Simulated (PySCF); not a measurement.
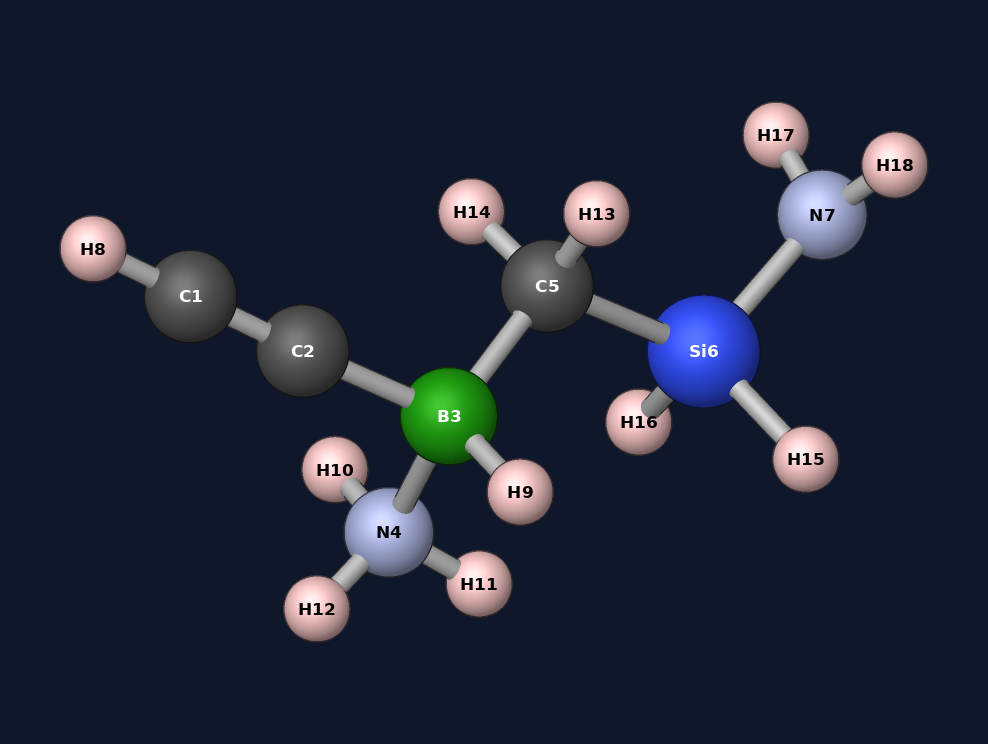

Computed geometry: GFN2-xTB optimisation. No frequency run is at hand to confirm it as a minimum. Method: GIAO PBE0/pcSseg-1 NMR shielding, non-relativistic, gas phase (PySCF 2.14.0). Principal shieldings σ11 ≤ σ22 ≤ σ33, span Ω = σ33 − σ11, skew κ = 3(σiso − σ22)/Ω.

Give the shielding tensors of the Si atoms.

```csv
atom,σ11,σ22,σ33,σiso,Ω,κ
Si6,304.6,401.0,428.1,377.9,123.5,−0.56
```

Shieldings and span in ppm.

The geometry is semi-empirical. Around B, Si such bond lengths and angles can be off by a tenth of an ångström or more and by several degrees, and values that hang on the shape move with them.
